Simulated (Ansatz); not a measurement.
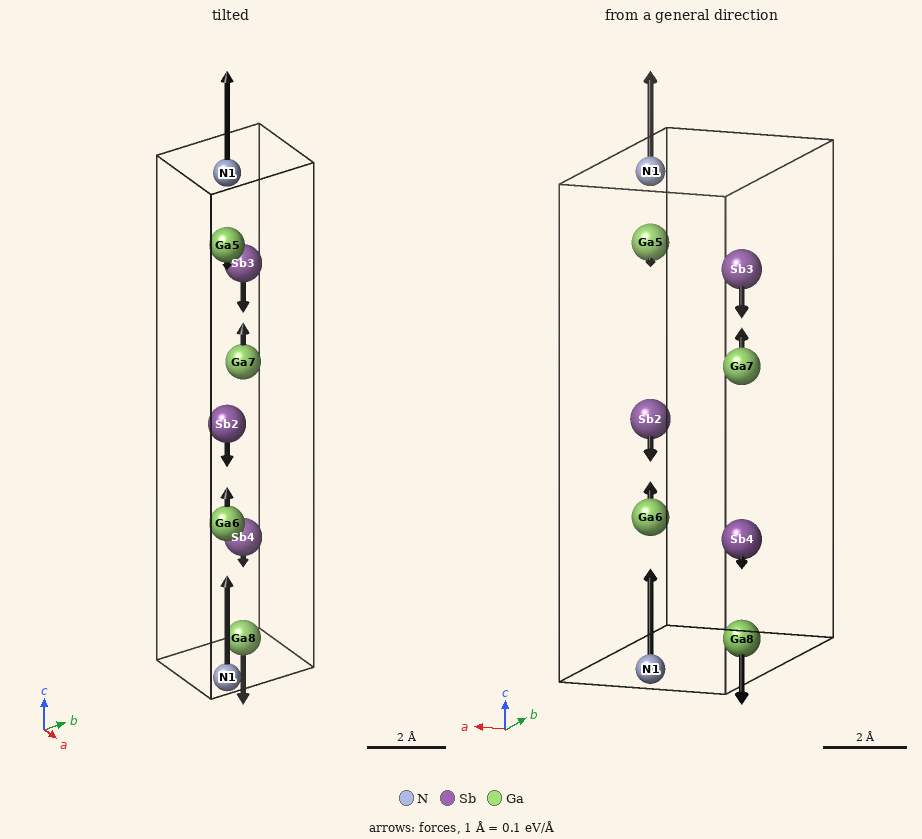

Spheres-only drawing of the structure, looking slightly off an axis and from a general direction. The parallelepiped is the simulation cell. The arrows are the computed forces on the atoms.

System: Ga$_{4}$Sb$_{3}$N. Electronic-structure method: DFT, PBE, plane waves, PAW in Ansatz. Parameters: plane waves up to 420 eV, k-point mesh 12×12×2, Fermi-Dirac smearing of 0.02 eV, no spin polarisation.

### Are the atoms in equilibrium?

No. The atoms still feel forces of up to about 0.24 eV/Å, far above a usual threshold of 0.01 to 0.03 eV/Å.

### Which atom is pushed hardest?

N1, about 0.24 eV/Å.

The structure was taken from a structure type filled with these elements by a generator (whether the compound takes this form wasn't checked). Earlier steps of the study, as a rule a relaxation of our own, may have changed the cell and positions, so they can lie some per cent off the listed ones. Ansatz was used for an electronic-structure calculation on it.
